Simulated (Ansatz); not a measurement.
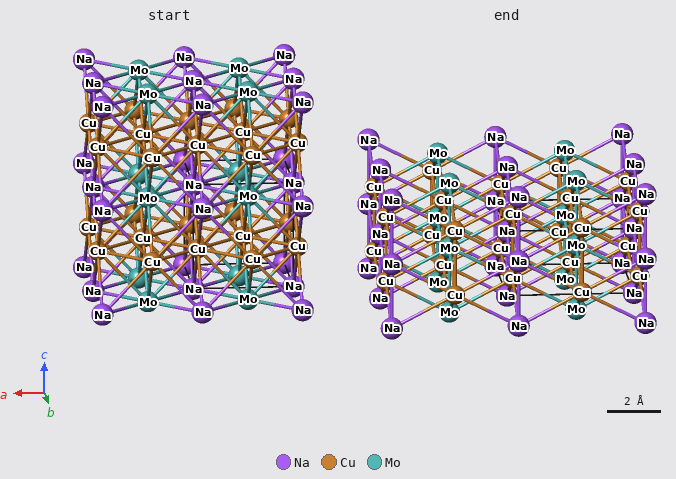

The structure of solid NaCu2Mo (a generated structure, set up in P4/mmm) before (left) and after (right) a relaxation, at one scale.

A ball-and-stick model of the cell of the calculation, repeated 2 × 2 × 2 with one cell outlined, seen from a free direction.

Computed with DFT PBE, scalar-relativistic, plane waves, PAW (Ansatz). (plane-wave cutoff 420 eV; k-point mesh 12 × 12 × 12; occupations gaussian; smearing width 0.1 eV; no spin polarisation; cell and atoms relaxed; force threshold 0.01 eV/Å; at most 80 steps)

**Describe what moved and what it gained.**

Over 14 accepted moves (17 points after the start) the energy falls by 2.232 eV per cell of the calculation. All forces vanish by symmetry, so only the cell relaxes. Pressure: −0.65 GPa at the start and 0.03 GPa at the end. The line search rejected the trial step at point 8 of the run. The SCF was repeated twice at an unchanged geometry on a basis and grid sized afresh for the cell, which shifted the energy by 0.276 eV per cell of the calculation at most. The atoms keep their places relative to the cell (all moves are under 0.005 Å). Cell: a = b 3.851 → 4.881 Å (+26.8 %), c 4.096 → 2.538 Å (−38.0 %). Volume −0.5 %. Among the contacts that change: Na–Na 4.096 → 2.538 Å, Cu–Cu 4.096 → 2.538 Å, Mo–Mo 4.096 → 2.538 Å, Cu–Cu 2.723 → 3.452 Å. The space group stays P4/mmm (No. 123).
